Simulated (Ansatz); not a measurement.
**Molecular dynamics of MoHCl₅F₂ (part 1 of 3)**

The run: molecular dynamics of MoHCl₅F₂. Method and program: RKS PBE/def2-SVP (Ansatz 0.2.0).

It belongs to a series of runs on one base structure; here: dynamics from the highest image of the converged band.

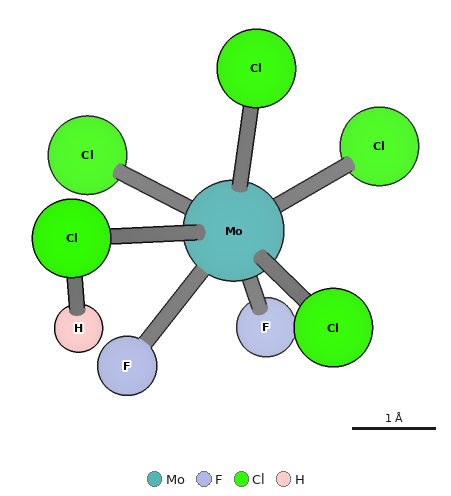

**Figure 1.** The structure as given in the input (ball-and-stick view, seen at a tilt). Sticks mark near contacts. Bond lengths as drawn: Cl–H 1.45 Å, Cl–Mo 2.28 to 2.91 Å and F–Mo 1.87 to 2.09 Å.

The input:
```yaml
crystal:
  periodic: [false, false, false]
  atoms:
    - { symbol: Mo, position_ang: [0.167915, 0.151101, -0.133754] }
    - { symbol: F, position_ang: [0.495441, -0.429883, 1.84824] }
    - { symbol: Cl, position_ang: [2.441517, -0.017984, -0.246949] }
    - { symbol: Cl, position_ang: [0.216968, 2.194512, -1.248847] }
    - { symbol: Cl, position_ang: [-1.927831, 0.605852, 0.64933] }
    - { symbol: F, position_ang: [-0.092923, -1.693177, -0.036413] }
    - { symbol: Cl, position_ang: [-0.3466, -0.486892, -2.324045] }
    - { symbol: Cl, position_ang: [0.866345, 2.141686, 1.863956] }
    - { symbol: H, position_ang: [0.748067, 0.750985, 2.24248] }
basis:
  gaussian: { orbitals: def2-SVP }
hamiltonian:
  xc: pbe
md:
  timestep: 0.5
  n_steps: 200
  ensemble: nve
  temperature: 300.0
  initial_velocities: maxwell_boltzmann
  seed: 10834
```

Command:
```bash
ansatz run input.yaml --threads 4 --pin off --max-ram 5120MiB --backend cpu --events-out ev --progress --plain --runs-dir out
```

The program's output:
```
Engine: ansatz 0.2.0, aarch64-unknown-linux-gnu
Functional definition: PBE
  parameter kappa = 0.804
  parameter beta = 0.06672455060314922
  exchange = pbe_x(kappa = kappa, mu = beta*pi^2/3)
  correlation = pbe_c(beta = beta)
1632 factors; their error is unknown
mean field evaluation 1: about -69864.3921 eV, gradient 5.8e1 eV
mean field evaluation 2: about -69470.6503 eV, gradient 3.9e2 eV
mean field evaluation 4: about -69867.9039 eV, gradient 3.6e1 eV
mean field evaluation 8: about -69870.9307 eV, gradient 2.9e0 eV
mean field evaluation 16: about -69870.8662 eV, gradient 4.1e-2 eV
mean field evaluation 32: about -69870.5324 eV, gradient 8.8e0 eV
mean field -69870.86622561 eV, -2567.7069736169 hartree, gradient 3.6e-5 eV, S^2 0.000000; 3 other end points of the search recorded, 0 dependent functions left out
the calculation of the forces begins
reference -69870.86630103 eV, -2567.7069763885 hartree; 59, 59 occupied and 95, 95 virtual orbitals, 1632 factors
md step     0: t =     0.00 fs  T =   300.0 K  F+E_penalty+E_count = -69870.86622561 eV  E_kin = 0.271446 eV  conserved = -69870.59477961 eV  (88 SCF iters)
these checks for a lower state are left out or cut short: starts, cluster_reference, orbital_swaps, neighbouring_geometries, increment
1632 factors; their error is unknown
mean field -69870.86588969 eV, -2567.7069612721 hartree, gradient 2.3e-5 eV, S^2 0.000000; 0 other end points of the search recorded, 0 dependent functions left out
the calculation of the forces begins
reference -69870.86596509 eV, -2567.7069640432 hartree; 59, 59 occupied and 95, 95 virtual orbitals, 1632 factors
md step     1: t =     0.50 fs  T =   299.6 K  F+E_penalty+E_count = -69870.86588969 eV  E_kin = 0.271111 eV  conserved = -69870.59477897 eV  (39 SCF iters)
[... from here on the SCF iterations and repeated set-up lines of each step are left out, up to the last step ...]
md step     2: t =     1.00 fs  T =   298.6 K  F+E_penalty+E_count = -69870.86498110 eV  E_kin = 0.270204 eV  conserved = -69870.59477711 eV  (38 SCF iters)
md step     3: t =     1.50 fs  T =   297.0 K  F+E_penalty+E_count = -69870.86353027 eV  E_kin = 0.268756 eV  conserved = -69870.59477418 eV  (39 SCF iters)
md step     4: t =     2.00 fs  T =   294.9 K  F+E_penalty+E_count = -69870.86158464 eV  E_kin = 0.266814 eV  conserved = -69870.59477022 eV  (38 SCF iters)
md step     5: t =     2.50 fs  T =   292.3 K  F+E_penalty+E_count = -69870.85920588 eV  E_kin = 0.264440 eV  conserved = -69870.59476582 eV  (37 SCF iters)
md step     6: t =     3.00 fs  T =   289.2 K  F+E_penalty+E_count = -69870.85646448 eV  E_kin = 0.261704 eV  conserved = -69870.59476083 eV  (38 SCF iters)
md step     7: t =     3.50 fs  T =   285.9 K  F+E_penalty+E_count = -69870.85343692 eV  E_kin = 0.258681 eV  conserved = -69870.59475608 eV  (37 SCF iters)
md step     8: t =     4.00 fs  T =   282.3 K  F+E_penalty+E_count = -69870.85019894 eV  E_kin = 0.255448 eV  conserved = -69870.59475118 eV  (38 SCF iters)
md step     9: t =     4.50 fs  T =   278.6 K  F+E_penalty+E_count = -69870.84682381 eV  E_kin = 0.252077 eV  conserved = -69870.59474713 eV  (38 SCF iters)
md step    10: t =     5.00 fs  T =   274.8 K  F+E_penalty+E_count = -69870.84337589 eV  E_kin = 0.248632 eV  conserved = -69870.59474384 eV  (37 SCF iters)
md step    11: t =     5.50 fs  T =   271.0 K  F+E_penalty+E_count = -69870.83990844 eV  E_kin = 0.245167 eV  conserved = -69870.59474135 eV  (38 SCF iters)
md step    12: t =     6.00 fs  T =   267.1 K  F+E_penalty+E_count = -69870.83646111 eV  E_kin = 0.241721 eV  conserved = -69870.59473987 eV  (37 SCF iters)
md step    13: t =     6.50 fs  T =   263.4 K  F+E_penalty+E_count = -69870.83305784 eV  E_kin = 0.238318 eV  conserved = -69870.59473953 eV  (38 SCF iters)
md step    14: t =     7.00 fs  T =   259.7 K  F+E_penalty+E_count = -69870.82970578 eV  E_kin = 0.234966 eV  conserved = -69870.59474008 eV  (38 SCF iters)
md step    15: t =     7.50 fs  T =   256.0 K  F+E_penalty+E_count = -69870.82639627 eV  E_kin = 0.231654 eV  conserved = -69870.59474183 eV  (38 SCF iters)
md step    16: t =     8.00 fs  T =   252.4 K  F+E_penalty+E_count = -69870.82310459 eV  E_kin = 0.228360 eV  conserved = -69870.59474424 eV  (37 SCF iters)
md step    17: t =     8.50 fs  T =   248.7 K  F+E_penalty+E_count = -69870.81979345 eV  E_kin = 0.225046 eV  conserved = -69870.59474727 eV  (37 SCF iters)
md step    18: t =     9.00 fs  T =   245.0 K  F+E_penalty+E_count = -69870.81641515 eV  E_kin = 0.221665 eV  conserved = -69870.59475050 eV  (38 SCF iters)
md step    19: t =     9.50 fs  T =   241.1 K  F+E_penalty+E_count = -69870.81291668 eV  E_kin = 0.218163 eV  conserved = -69870.59475408 eV  (38 SCF iters)
md step    20: t =    10.00 fs  T =   237.0 K  F+E_penalty+E_count = -69870.80924322 eV  E_kin = 0.214486 eV  conserved = -69870.59475743 eV  (38 SCF iters)
md step    21: t =    10.50 fs  T =   232.7 K  F+E_penalty+E_count = -69870.80534508 eV  E_kin = 0.210585 eV  conserved = -69870.59476052 eV  (37 SCF iters)
md step    22: t =    11.00 fs  T =   228.1 K  F+E_penalty+E_count = -69870.80118206 eV  E_kin = 0.206420 eV  conserved = -69870.59476227 eV  (37 SCF iters)
md step    23: t =    11.50 fs  T =   223.2 K  F+E_penalty+E_count = -69870.79673159 eV  E_kin = 0.201969 eV  conserved = -69870.59476262 eV  (38 SCF iters)
md step    24: t =    12.00 fs  T =   218.0 K  F+E_penalty+E_count = -69870.79199342 eV  E_kin = 0.197232 eV  conserved = -69870.59476157 eV  (38 SCF iters)
md step    25: t =    12.50 fs  T =   212.5 K  F+E_penalty+E_count = -69870.78699327 eV  E_kin = 0.192235 eV  conserved = -69870.59475840 eV  (37 SCF iters)
md step    26: t =    13.00 fs  T =   206.7 K  F+E_penalty+E_count = -69870.78178697 eV  E_kin = 0.187034 eV  conserved = -69870.59475339 eV  (37 SCF iters)
md step    27: t =    13.50 fs  T =   200.8 K  F+E_penalty+E_count = -69870.77645911 eV  E_kin = 0.181712 eV  conserved = -69870.59474673 eV  (38 SCF iters)
md step    28: t =    14.00 fs  T =   194.9 K  F+E_penalty+E_count = -69870.77111953 eV  E_kin = 0.176381 eV  conserved = -69870.59473890 eV  (38 SCF iters)
md step    29: t =    14.50 fs  T =   189.2 K  F+E_penalty+E_count = -69870.76589589 eV  E_kin = 0.171165 eV  conserved = -69870.59473058 eV  (38 SCF iters)
md step    30: t =    15.00 fs  T =   183.7 K  F+E_penalty+E_count = -69870.76092260 eV  E_kin = 0.166200 eV  conserved = -69870.59472261 eV  (38 SCF iters)
md step    31: t =    15.50 fs  T =   178.6 K  F+E_penalty+E_count = -69870.75632751 eV  E_kin = 0.161612 eV  conserved = -69870.59471590 eV  (31 SCF iters)
md step    32: t =    16.00 fs  T =   174.1 K  F+E_penalty+E_count = -69870.75221788 eV  E_kin = 0.157507 eV  conserved = -69870.59471132 eV  (30 SCF iters)
md step    33: t =    16.50 fs  T =   170.2 K  F+E_penalty+E_count = -69870.74866738 eV  E_kin = 0.153958 eV  conserved = -69870.59470909 eV  (30 SCF iters)
md step    34: t =    17.00 fs  T =   166.9 K  F+E_penalty+E_count = -69870.74570853 eV  E_kin = 0.150999 eV  conserved = -69870.59470993 eV  (30 SCF iters)
md step    35: t =    17.50 fs  T =   164.2 K  F+E_penalty+E_count = -69870.74332800 eV  E_kin = 0.148614 eV  conserved = -69870.59471366 eV  (29 SCF iters)
md step    36: t =    18.00 fs  T =   162.2 K  F+E_penalty+E_count = -69870.74146952 eV  E_kin = 0.146750 eV  conserved = -69870.59471932 eV  (30 SCF iters)
md step    37: t =    18.50 fs  T =   160.6 K  F+E_penalty+E_count = -69870.74004346 eV  E_kin = 0.145317 eV  conserved = -69870.59472631 eV  (30 SCF iters)
md step    38: t =    19.00 fs  T =   159.4 K  F+E_penalty+E_count = -69870.73893888 eV  E_kin = 0.144205 eV  conserved = -69870.59473372 eV  (30 SCF iters)
md step    39: t =    19.50 fs  T =   158.4 K  F+E_penalty+E_count = -69870.73803833 eV  E_kin = 0.143298 eV  conserved = -69870.59474053 eV  (30 SCF iters)
md step    40: t =    20.00 fs  T =   157.5 K  F+E_penalty+E_count = -69870.73723280 eV  E_kin = 0.142487 eV  conserved = -69870.59474592 eV  (31 SCF iters)
md step    41: t =    20.50 fs  T =   156.6 K  F+E_penalty+E_count = -69870.73643419 eV  E_kin = 0.141685 eV  conserved = -69870.59474954 eV  (31 SCF iters)
md step    42: t =    21.00 fs  T =   155.6 K  F+E_penalty+E_count = -69870.73558383 eV  E_kin = 0.140833 eV  conserved = -69870.59475118 eV  (39 SCF iters)
md step    43: t =    21.50 fs  T =   154.6 K  F+E_penalty+E_count = -69870.73465696 eV  E_kin = 0.139907 eV  conserved = -69870.59475046 eV  (39 SCF iters)
md step    44: t =    22.00 fs  T =   153.5 K  F+E_penalty+E_count = -69870.73366448 eV  E_kin = 0.138917 eV  conserved = -69870.59474773 eV  (29 SCF iters)
md step    45: t =    22.50 fs  T =   152.4 K  F+E_penalty+E_count = -69870.73264966 eV  E_kin = 0.137906 eV  conserved = -69870.59474321 eV  (30 SCF iters)
md step    46: t =    23.00 fs  T =   151.4 K  F+E_penalty+E_count = -69870.73168351 eV  E_kin = 0.136946 eV  conserved = -69870.59473742 eV  (30 SCF iters)
md step    47: t =    23.50 fs  T =   150.4 K  F+E_penalty+E_count = -69870.73085775 eV  E_kin = 0.136127 eV  conserved = -69870.59473082 eV  (30 SCF iters)
md step    48: t =    24.00 fs  T =   149.8 K  F+E_penalty+E_count = -69870.73027716 eV  E_kin = 0.135553 eV  conserved = -69870.59472391 eV  (95 SCF iters)
md step    49: t =    24.50 fs  T =   149.6 K  F+E_penalty+E_count = -69870.73005135 eV  E_kin = 0.135334 eV  conserved = -69870.59471732 eV  (30 SCF iters)
md step    50: t =    25.00 fs  T =   149.8 K  F+E_penalty+E_count = -69870.73028607 eV  E_kin = 0.135575 eV  conserved = -69870.59471145 eV  (31 SCF iters)
md step    51: t =    25.50 fs  T =   150.7 K  F+E_penalty+E_count = -69870.73107505 eV  E_kin = 0.136368 eV  conserved = -69870.59470683 eV  (31 SCF iters)
md step    52: t =    26.00 fs  T =   152.3 K  F+E_penalty+E_count = -69870.73249158 eV  E_kin = 0.137788 eV  conserved = -69870.59470382 eV  (39 SCF iters)
md step    53: t =    26.50 fs  T =   154.6 K  F+E_penalty+E_count = -69870.73458106 eV  E_kin = 0.139878 eV  conserved = -69870.59470318 eV  (39 SCF iters)
md step    54: t =    27.00 fs  T =   157.7 K  F+E_penalty+E_count = -69870.73735275 eV  E_kin = 0.142647 eV  conserved = -69870.59470526 eV  (38 SCF iters)
md step    55: t =    27.50 fs  T =   161.4 K  F+E_penalty+E_count = -69870.74077393 eV  E_kin = 0.146064 eV  conserved = -69870.59471039 eV  (37 SCF iters)
md step    56: t =    28.00 fs  T =   165.8 K  F+E_penalty+E_count = -69870.74476513 eV  E_kin = 0.150046 eV  conserved = -69870.59471873 eV  (37 SCF iters)
md step    57: t =    28.50 fs  T =   170.7 K  F+E_penalty+E_count = -69870.74919886 eV  E_kin = 0.154469 eV  conserved = -69870.59473022 eV  (38 SCF iters)
md step    58: t =    29.00 fs  T =   175.9 K  F+E_penalty+E_count = -69870.75390270 eV  E_kin = 0.159159 eV  conserved = -69870.59474418 eV  (37 SCF iters)
md step    59: t =    29.50 fs  T =   181.2 K  F+E_penalty+E_count = -69870.75866986 eV  E_kin = 0.163910 eV  conserved = -69870.59475952 eV  (36 SCF iters)
md step    60: t =    30.00 fs  T =   186.2 K  F+E_penalty+E_count = -69870.76327773 eV  E_kin = 0.168503 eV  conserved = -69870.59477432 eV  (37 SCF iters)
md step    61: t =    30.50 fs  T =   190.9 K  F+E_penalty+E_count = -69870.76751691 eV  E_kin = 0.172730 eV  conserved = -69870.59478642 eV  (37 SCF iters)
md step    62: t =    31.00 fs  T =   195.0 K  F+E_penalty+E_count = -69870.77122743 eV  E_kin = 0.176434 eV  conserved = -69870.59479331 eV  (37 SCF iters)
md step    63: t =    31.50 fs  T =   198.4 K  F+E_penalty+E_count = -69870.77433846 eV  E_kin = 0.179546 eV  conserved = -69870.59479222 eV  (36 SCF iters)
md step    64: t =    32.00 fs  T =   201.3 K  F+E_penalty+E_count = -69870.77690407 eV  E_kin = 0.182122 eV  conserved = -69870.59478216 eV  (38 SCF iters)
md step    65: t =    32.50 fs  T =   203.7 K  F+E_penalty+E_count = -69870.77911891 eV  E_kin = 0.184355 eV  conserved = -69870.59476360 eV  (38 SCF iters)
md step    66: t =    33.00 fs  T =   206.2 K  F+E_penalty+E_count = -69870.78130502 eV  E_kin = 0.186566 eV  conserved = -69870.59473940 eV  (36 SCF iters)
md step    67: t =    33.50 fs  T =   209.0 K  F+E_penalty+E_count = -69870.78386155 eV  E_kin = 0.189146 eV  conserved = -69870.59471521 eV  (38 SCF iters)
md step    68: t =    34.00 fs  T =   212.7 K  F+E_penalty+E_count = -69870.78717934 eV  E_kin = 0.192482 eV  conserved = -69870.59469709 eV  (38 SCF iters)
md step    69: t =    34.50 fs  T =   217.6 K  F+E_penalty+E_count = -69870.79154325 eV  E_kin = 0.196852 eV  conserved = -69870.59469120 eV  (38 SCF iters)
md step    70: t =    35.00 fs  T =   223.6 K  F+E_penalty+E_count = -69870.79704492 eV  E_kin = 0.202345 eV  conserved = -69870.59470014 eV  (38 SCF iters)
md step    71: t =    35.50 fs  T =   230.8 K  F+E_penalty+E_count = -69870.80354175 eV  E_kin = 0.208819 eV  conserved = -69870.59472286 eV  (38 SCF iters)
md step    72: t =    36.00 fs  T =   238.6 K  F+E_penalty+E_count = -69870.81067479 eV  E_kin = 0.215920 eV  conserved = -69870.59475447 eV  (38 SCF iters)
md step    73: t =    36.50 fs  T =   246.6 K  F+E_penalty+E_count = -69870.81794485 eV  E_kin = 0.223157 eV  conserved = -69870.59478794 eV  (38 SCF iters)
md step    74: t =    37.00 fs  T =   254.2 K  F+E_penalty+E_count = -69870.82482269 eV  E_kin = 0.230007 eV  conserved = -69870.59481595 eV  (38 SCF iters)
md step    75: t =    37.50 fs  T =   260.9 K  F+E_penalty+E_count = -69870.83086221 eV  E_kin = 0.236029 eV  conserved = -69870.59483303 eV  (38 SCF iters)
md step    76: t =    38.00 fs  T =   266.3 K  F+E_penalty+E_count = -69870.83578641 eV  E_kin = 0.240950 eV  conserved = -69870.59483662 eV  (38 SCF iters)
md step    77: t =    38.50 fs  T =   270.4 K  F+E_penalty+E_count = -69870.83952978 eV  E_kin = 0.244702 eV  conserved = -69870.59482737 eV  (38 SCF iters)
md step    78: t =    39.00 fs  T =   273.5 K  F+E_penalty+E_count = -69870.84223350 eV  E_kin = 0.247426 eV  conserved = -69870.59480759 eV  (38 SCF iters)
md step    79: t =    39.50 fs  T =   275.7 K  F+E_penalty+E_count = -69870.84420566 eV  E_kin = 0.249424 eV  conserved = -69870.59478173 eV  (38 SCF iters)
md step    80: t =    40.00 fs  T =   277.5 K  F+E_penalty+E_count = -69870.84585519 eV  E_kin = 0.251101 eV  conserved = -69870.59475412 eV  (38 SCF iters)
md step    81: t =    40.50 fs  T =   279.5 K  F+E_penalty+E_count = -69870.84761832 eV  E_kin = 0.252889 eV  conserved = -69870.59472955 eV  (38 SCF iters)
md step    82: t =    41.00 fs  T =   282.0 K  F+E_penalty+E_count = -69870.84988408 eV  E_kin = 0.255172 eV  conserved = -69870.59471208 eV  (38 SCF iters)
md step    83: t =    41.50 fs  T =   285.4 K  F+E_penalty+E_count = -69870.85292900 eV  E_kin = 0.258224 eV  conserved = -69870.59470495 eV  (38 SCF iters)
md step    84: t =    42.00 fs  T =   289.7 K  F+E_penalty+E_count = -69870.85686617 eV  E_kin = 0.262156 eV  conserved = -69870.59471063 eV  (37 SCF iters)
md step    85: t =    42.50 fs  T =   295.0 K  F+E_penalty+E_count = -69870.86161180 eV  E_kin = 0.266883 eV  conserved = -69870.59472897 eV  (37 SCF iters)
md step    86: t =    43.00 fs  T =   300.7 K  F+E_penalty+E_count = -69870.86688099 eV  E_kin = 0.272122 eV  conserved = -69870.59475891 eV  (37 SCF iters)
md step    87: t =    43.50 fs  T =   306.6 K  F+E_penalty+E_count = -69870.87221239 eV  E_kin = 0.277416 eV  conserved = -69870.59479638 eV  (37 SCF iters)
md step    88: t =    44.00 fs  T =   311.9 K  F+E_penalty+E_count = -69870.87703452 eV  E_kin = 0.282199 eV  conserved = -69870.59483516 eV  (37 SCF iters)
md step    89: t =    44.50 fs  T =   316.0 K  F+E_penalty+E_count = -69870.88076999 eV  E_kin = 0.285904 eV  conserved = -69870.59486619 eV  (37 SCF iters)
md step    90: t =    45.00 fs  T =   318.4 K  F+E_penalty+E_count = -69870.88297304 eV  E_kin = 0.288092 eV  conserved = -69870.59488097 eV  (37 SCF iters)
```
